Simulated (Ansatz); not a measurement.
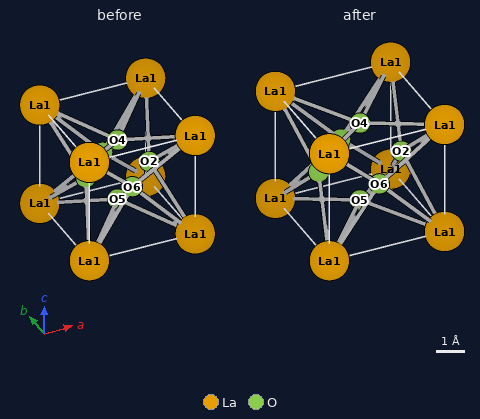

The structure of a crystal of LaO$_{6}$ (a generated structure, set up in Pm-3m) (coarse preliminary run) before (left) and after (right) a relaxation, at one scale.

Style: ball-and-stick. Shown: the cell of the calculation, from a free direction.

Computed with Ansatz 0.2.0, DFT PBE, scalar-relativistic, plane waves, PAW. Set-up: plane-wave cutoff 420 eV; k-point mesh 4 × 4 × 4; occupations gaussian; smearing width 0.1 eV; no spin polarisation; cell and atoms relaxed; force threshold 0.04 eV/Å; at most 70 steps.

### Describe what moved and what it gained.

The energy falls by 1312 meV per atom in 8 accepted moves (10 points after the start). Largest force component: 7.9 eV/Å at the start, 0.0055 eV/Å at the end. The pressure goes from 36.07 to 0.13 GPa. The SCF was repeated twice at an unchanged geometry on a basis and grid sized afresh for the cell, which shifted the energy by 36.2 meV per atom at most. The largest moves relative to the cell, 0.28 Å, are those of O atoms. La stays in place. The volume changes by +28.8 %, with a = b = c 4.302 → 4.681 Å (+8.8 %). Near-neighbour distances that change, for instance: O–O 1.825 → 2.378 Å, O–O 1.722 → 1.318 Å, La–O 3.162 → 3.375 Å. New bonds form: O–O (1.72 → 1.32 Å). Among the angles between lasting bonds that change: La–O–La 148.4° → 157.5°, La–O–La 85.7° → 87.8°. The space group stays Pm-3m (No. 221).

Limits of the set-up: an odd number of electrons was run without spin polarisation, which fails if the electron would localise.
